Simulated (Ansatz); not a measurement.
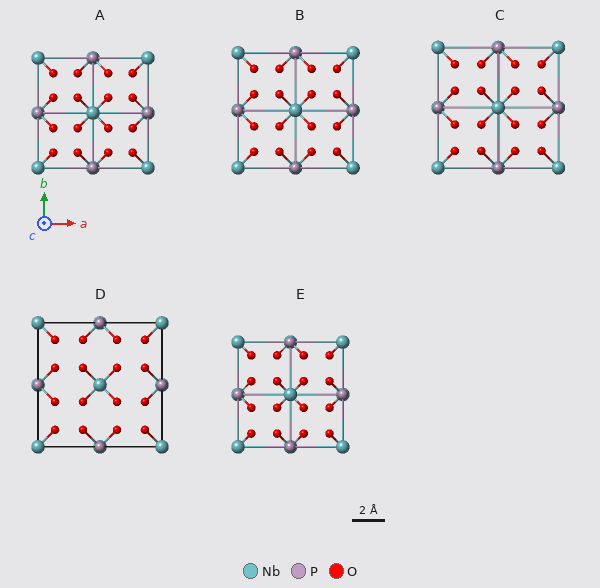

5 geometries from one relaxation of crystalline NbPO₄ (a generated structure, set up in F-43m) (coarse preliminary run), in shuffled order. The picture is a ball-and-stick view of the conventional cell (4 times the calculation's cell), seen along the c axis. Lengths and directions refer to the drawn axes.

Theory: DFT PBE, scalar-relativistic, plane waves, PAW (Ansatz). Set-up: plane-wave cutoff 420 eV; k-point mesh 4 × 4 × 4; occupations gaussian; smearing width 0.1 eV; collinear spin; cell and atoms relaxed; force threshold 0.04 eV/Å; at most 70 steps.

**Put them in the order of the run, from the start to the converged end.**

E, A, B, C, D. They are steps 0, 1, 2, 7, 12, at +3564 meV per atom, +687 meV per atom, +249 meV per atom, +20.2 meV per atom relative to the last. The largest moves relative to the cell, 0.14 Å, are those of O atoms. P and Nb stay in place. The drawn cell changes as follows: a = b = c 6.552 → 7.749 Å (+18.3 %); the volume changes by +65.5 %. Near-neighbour distances that change, for instance: Nb–P 3.276 → 3.875 Å, Nb–O 1.441 → 1.842 Å. The space group stays F-43m (No. 216). After 9 accepted moves (12 points after the start) the energy has fallen by 3564 meV per atom. The largest force component goes from 19 to under 0.0001 eV/Å. Pressure: 164.16 GPa at the start and 0.17 GPa at the end. At 3 points the geometry stayed and the basis and grid were re-selected for the new cell (energy shift of 109 meV per atom at most each time).
